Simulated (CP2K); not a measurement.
**C2H3FS (SMILES FCC=S): PM3**

Aim: the vertical electron affinity of C2H3FS at PM3, from 2 runs. 

Program for the calculation: CP2K 2026.2.

2 further runs of the same task are left out: 2 set aside as unsound or not needed.

**1. Starting point**

The species is C2H3FS (7 atoms), meant as a singlet with charge 0. As SMILES, `FCC=S`. The coordinates come from a GFN2-xTB relaxation. This is one conformer, not always the lowest.

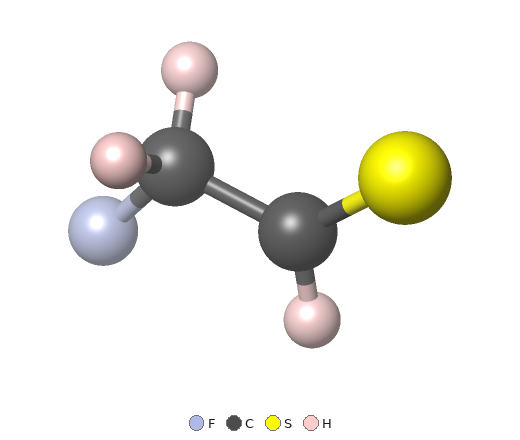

Viewed from a chosen angle; fluorine light blue, carbon dark grey, sulfur yellow, hydrogen pink.

**2. Energy and forces at PM3**

File molecule.pdb:

```
HETATM    1 F    MOL A   1      -1.242   1.113   0.435  1.00  0.00           F
HETATM    2 C    MOL A   1      -0.029   0.480   0.432  1.00  0.00           C
HETATM    3 C    MOL A   1       0.006  -0.618  -0.568  1.00  0.00           C
HETATM    4 S    MOL A   1       1.307  -1.527  -0.842  1.00  0.00           S
HETATM    5 H    MOL A   1       0.139   0.093   1.446  1.00  0.00           H
HETATM    6 H    MOL A   1       0.735   1.238   0.216  1.00  0.00           H
HETATM    7 H    MOL A   1      -0.916  -0.778  -1.120  1.00  0.00           H
END
```

File gas.inp:

```
&GLOBAL
  PROJECT_NAME gas
  RUN_TYPE ENERGY_FORCE
  PRINT_LEVEL MEDIUM
&END
&FORCE_EVAL
  METHOD QS
  &DFT
    &QS
      METHOD PM3
      EPS_DEFAULT 1.0E-10
      &SE
        &COULOMB
          CUTOFF [angstrom] 50
          RC_RANGE [angstrom] 0
        &END
        &EXCHANGE
          CUTOFF [angstrom] 50
          RC_RANGE [angstrom] 0
        &END
      &END
    &END
    # cluster boundary conditions
    &POISSON
      PERIODIC NONE
      POISSON_SOLVER ANALYTIC
    &END
    # self-consistent field
    &SCF
      SCF_GUESS ATOMIC
      EPS_SCF 1.0E-06
      MAX_SCF 150
      ADDED_MOS 2
      &DIAGONALIZATION
        ALGORITHM STANDARD
      &END
      &MIXING
        METHOD DIRECT_P_MIXING
        ALPHA 0.4
      &END
    &END
    &PRINT
      &MOMENTS
        PERIODIC F
        REFERENCE COM
        MAX_MOMENT 1
      &END
      &MO ON
        ENERGIES T
        OCCUPATION_NUMBERS T
        NDIGITS 6
        &EACH
          QS_SCF 0
        &END
        ADD_LAST NUMERIC
      &END
      &HIRSHFELD OFF
      &END
    &END
  &END
  # atoms, cell and kinds
  &SUBSYS
    # box in angstrom
    &CELL
      ABC 12.5 12.8 12.6
      PERIODIC NONE
    &END
    &TOPOLOGY
      COORD_FILE_NAME molecule.pdb
      COORD_FILE_FORMAT PDB
      CONN_FILE_FORMAT OFF
      &CENTER_COORDINATES
      &END
    &END
  &END
  # extra output
  &PRINT
    &FORCES ON
    &END
  &END
&END
```

Command:

```sh
OMP_NUM_THREADS=1 cp2k.psmp -i gas.inp > gas.out 2>&1
```

Output:

```text
CP2K| version string:                                       CP2K version 2026.2
[...]
 GLOBAL| Method name                                                        CP2K
[...]
 GLOBAL| Run type                                                   ENERGY_FORCE
[...]
                             - Atoms:                                          7
[...]
                             - Spherical basis functions:                     19
[...]
 Number of electrons:                                                         24
[...]
     1 P_Mix/Diag. 0.40E+00    0.0     0.72359059       -28.7861289948 -2.88E+01
[...]
    21 DIIS/Diag.  0.15E-06    0.0     0.00000081       -33.3807325118  7.46E-13
  *** SCF run converged in    21 steps ***
  Core-core repulsion energy [eV]:                           1332.04556992404946
  Core Hamiltonian energy [eV]:                             -1474.61847393353173
  Two-electron integral energy [eV]:                        -1531.52604356416828
  Electronic energy [eV]:                                   -2240.38149571561553
  Total energy [eV]:                                         -908.33592579156652
  Atomic reference energy [eV]:                               907.94828117043824
  Heat of formation [kcal/mol]:                                -8.93929803556712
[...]
 SE_DIPOLE| Moment [Debye]          0.53807936      -0.84823113      -0.61560384
 SE_DIPOLE| Derivative [a.u.]       0.00000000       0.00000000       0.00000000
 ENERGY| Total FORCE_EVAL ( QS ) energy [hartree]            -33.380732511798485
 FORCES| Atomic forces [hartree/bohr]
 FORCES|   Atom     x               y               z               |f|
 FORCES|      1  7.47223704E-03 -5.72896727E-04  3.02144367E-03   8.08032542E-03
 FORCES|      2 -1.54840886E-02  7.94655479E-03  5.32227108E-04   1.74122945E-02
 FORCES|      3  3.92205301E-02 -2.62603742E-02 -7.44605504E-03   4.77838986E-02
 FORCES|      4 -2.42017676E-02  1.56079404E-02  4.00927869E-03   2.90758951E-02
 FORCES|      5  9.95539197E-05 -3.28719902E-04  4.36072160E-03   4.37422686E-03
 FORCES|      6  2.38897399E-03  3.98751707E-03 -1.08032167E-04   4.64964085E-03
 FORCES|      7 -9.49543872E-03 -3.80021446E-04 -4.36958385E-03   1.04594950E-02
 FORCES| Sum    -2.49800181E-16  8.18789481E-16 -9.54097912E-17
 FORCES| Total atomic force                                       8.61347417E-16
[...]
```

It took 0.2 s on 1 thread of Arm Neoverse V2, shared host.

**3. The doublet anion**

molecule.pdb is that of step 2.

File gas.inp:

```
&GLOBAL
   PROJECT gas
   RUN_TYPE ENERGY_FORCE
   PRINT_LEVEL MEDIUM
&END
&FORCE_EVAL
   METHOD Quickstep
   &DFT
      CHARGE -1
      MULTIPLICITY 2
      UKS T
      &QS
         METHOD PM3
         EPS_DEFAULT 1.0E-10
         &SE
            &COULOMB
               CUTOFF [angstrom] 50
               RC_RANGE [angstrom] 0
            &END
            &EXCHANGE
               CUTOFF [angstrom] 50
               RC_RANGE [angstrom] 0
            &END
         &END
      &END
      &POISSON
         PERIODIC NONE
         POISSON_SOLVER ANALYTIC
      &END
      &SCF
         SCF_GUESS ATOMIC
         EPS_SCF 1.0E-06
         MAX_SCF 80
         &DIAGONALIZATION
            ALGORITHM STANDARD
         &END
         &MIXING
            METHOD DIRECT_P_MIXING
            ALPHA 0.4
         &END
      &END
      &PRINT
         &MOMENTS
            PERIODIC F
            REFERENCE COM
            MAX_MOMENT 1
         &END
         &MO ON
            ENERGIES T
            OCCUPATION_NUMBERS T
            NDIGITS 6
            &EACH
               QS_SCF 0
            &END
            ADD_LAST NUMERIC
         &END
         &HIRSHFELD OFF
         &END
      &END
   &END
   &SUBSYS
      &CELL
         ABC [angstrom] 12.5 12.8 12.6
         PERIODIC NONE
      &END
      &TOPOLOGY
         COORD_FILE_NAME molecule.pdb
         COORD_FILE_FORMAT PDB
         CONN_FILE_FORMAT OFF
         &CENTER_COORDINATES
         &END
      &END
   &END
   &PRINT
      &FORCES ON
      &END
   &END
&END
```

Command:

```sh
OMP_NUM_THREADS=1 cp2k.psmp gas.inp > gas.out
```

Output:

```text
CP2K| version string:                                       CP2K version 2026.2
[...]
 GLOBAL| Method name                                                        CP2K
[...]
 GLOBAL| Run type                                                   ENERGY_FORCE
[...]
                             - Atoms:                                          7
[...]
                             - Spherical basis functions:                     19
[...]
 Number of electrons:                                                         13
[...]
     1 P_Mix/Diag. 0.40E+00    0.0     0.36433477       -29.0457216953 -2.90E+01
[...]
    18 DIIS/Diag.  0.22E-06    0.0     0.00000050       -33.4606382440 -1.78E-11
  *** SCF run converged in    18 steps ***
  Core-core repulsion energy [eV]:                           1332.04556992404946
  Core Hamiltonian energy [eV]:                             -1513.21300405651118
  Two-electron integral energy [eV]:                        -1458.68567442084486
  Electronic energy [eV]:                                   -2242.55584126693384
  Total energy [eV]:                                         -910.51027134288438
  Atomic reference energy [eV]:                               907.94828117043824
  Heat of formation [kcal/mol]:                               -59.08090159751784
[...]
 SE_DIPOLE| Moment [Debye]          2.58239310      -3.68406178      -2.27589529
 SE_DIPOLE| Derivative [a.u.]       0.00000000       0.00000000       0.00000000
 ENERGY| Total FORCE_EVAL ( QS ) energy [hartree]            -33.460638244002645
 FORCES| Atomic forces [hartree/bohr]
 FORCES|   Atom     x               y               z               |f|
 FORCES|      1 -1.35875717E-03  5.85127746E-03  4.71942171E-03   7.63914984E-03
 FORCES|      2 -2.64723911E-03 -6.54141102E-03 -6.77268616E-03   9.78096165E-03
 FORCES|      3 -1.23040165E-02  9.43091336E-03  3.17525579E-03   1.58244494E-02
 FORCES|      4  2.09076691E-02 -1.40313574E-02 -3.81966944E-03   2.54676165E-02
 FORCES|      5 -7.53055825E-04  9.14071454E-04  4.64696609E-03   4.79550973E-03
 FORCES|      6  1.32997217E-03  4.68744255E-03  5.15197234E-04   4.89962977E-03
 FORCES|      7 -5.17457267E-03 -3.10936417E-04 -2.46448522E-03   5.73991038E-03
 FORCES| Sum     1.16573418E-15 -8.32667268E-16 -3.13984949E-16
 FORCES| Total atomic force                                       1.46658020E-15
[...]
```

Run time: 0.2 s. Hardware: 1 thread of Arm Neoverse V2, shared host.

**4. Summary of results**

Level: PM3.

| quantity | value |
| --- | --- |
| singlet C2H3FS: total energy | -33.38073 Eh |
| singlet C2H3FS: dipole moment | 1.18 D |
| singlet C2H3FS: HOMO energy | -9.43 eV |
| singlet C2H3FS: LUMO energy | -1.95 eV |
| singlet C2H3FS: HOMO–LUMO gap | 7.49 eV |
| singlet C2H3FS: heat of formation at this unrelaxed shape | -8.9 kcal/mol |
| singlet C2H3FS: largest force on an atom | 2.457 eV/Å |
| doublet anion: total energy | -33.46064 Eh |
| doublet anion: HOMO energy (highest over α and β) | -2.30 eV |
| doublet anion: heat of formation at this unrelaxed shape | -59.1 kcal/mol |
| doublet anion: largest force on an atom | 1.310 eV/Å |
| vertical electron affinity (to the doublet anion) | 2.174 eV |

What this shows: At fixed nuclei the extra electron is bound by 2.17 eV (210 kJ/mol). The largest force (singlet C2H3FS) is 2.46 eV/Å: the shape isn't a stationary point for this species at this level. A minimal valence basis can't be trusted even for the sign of an electron affinity.
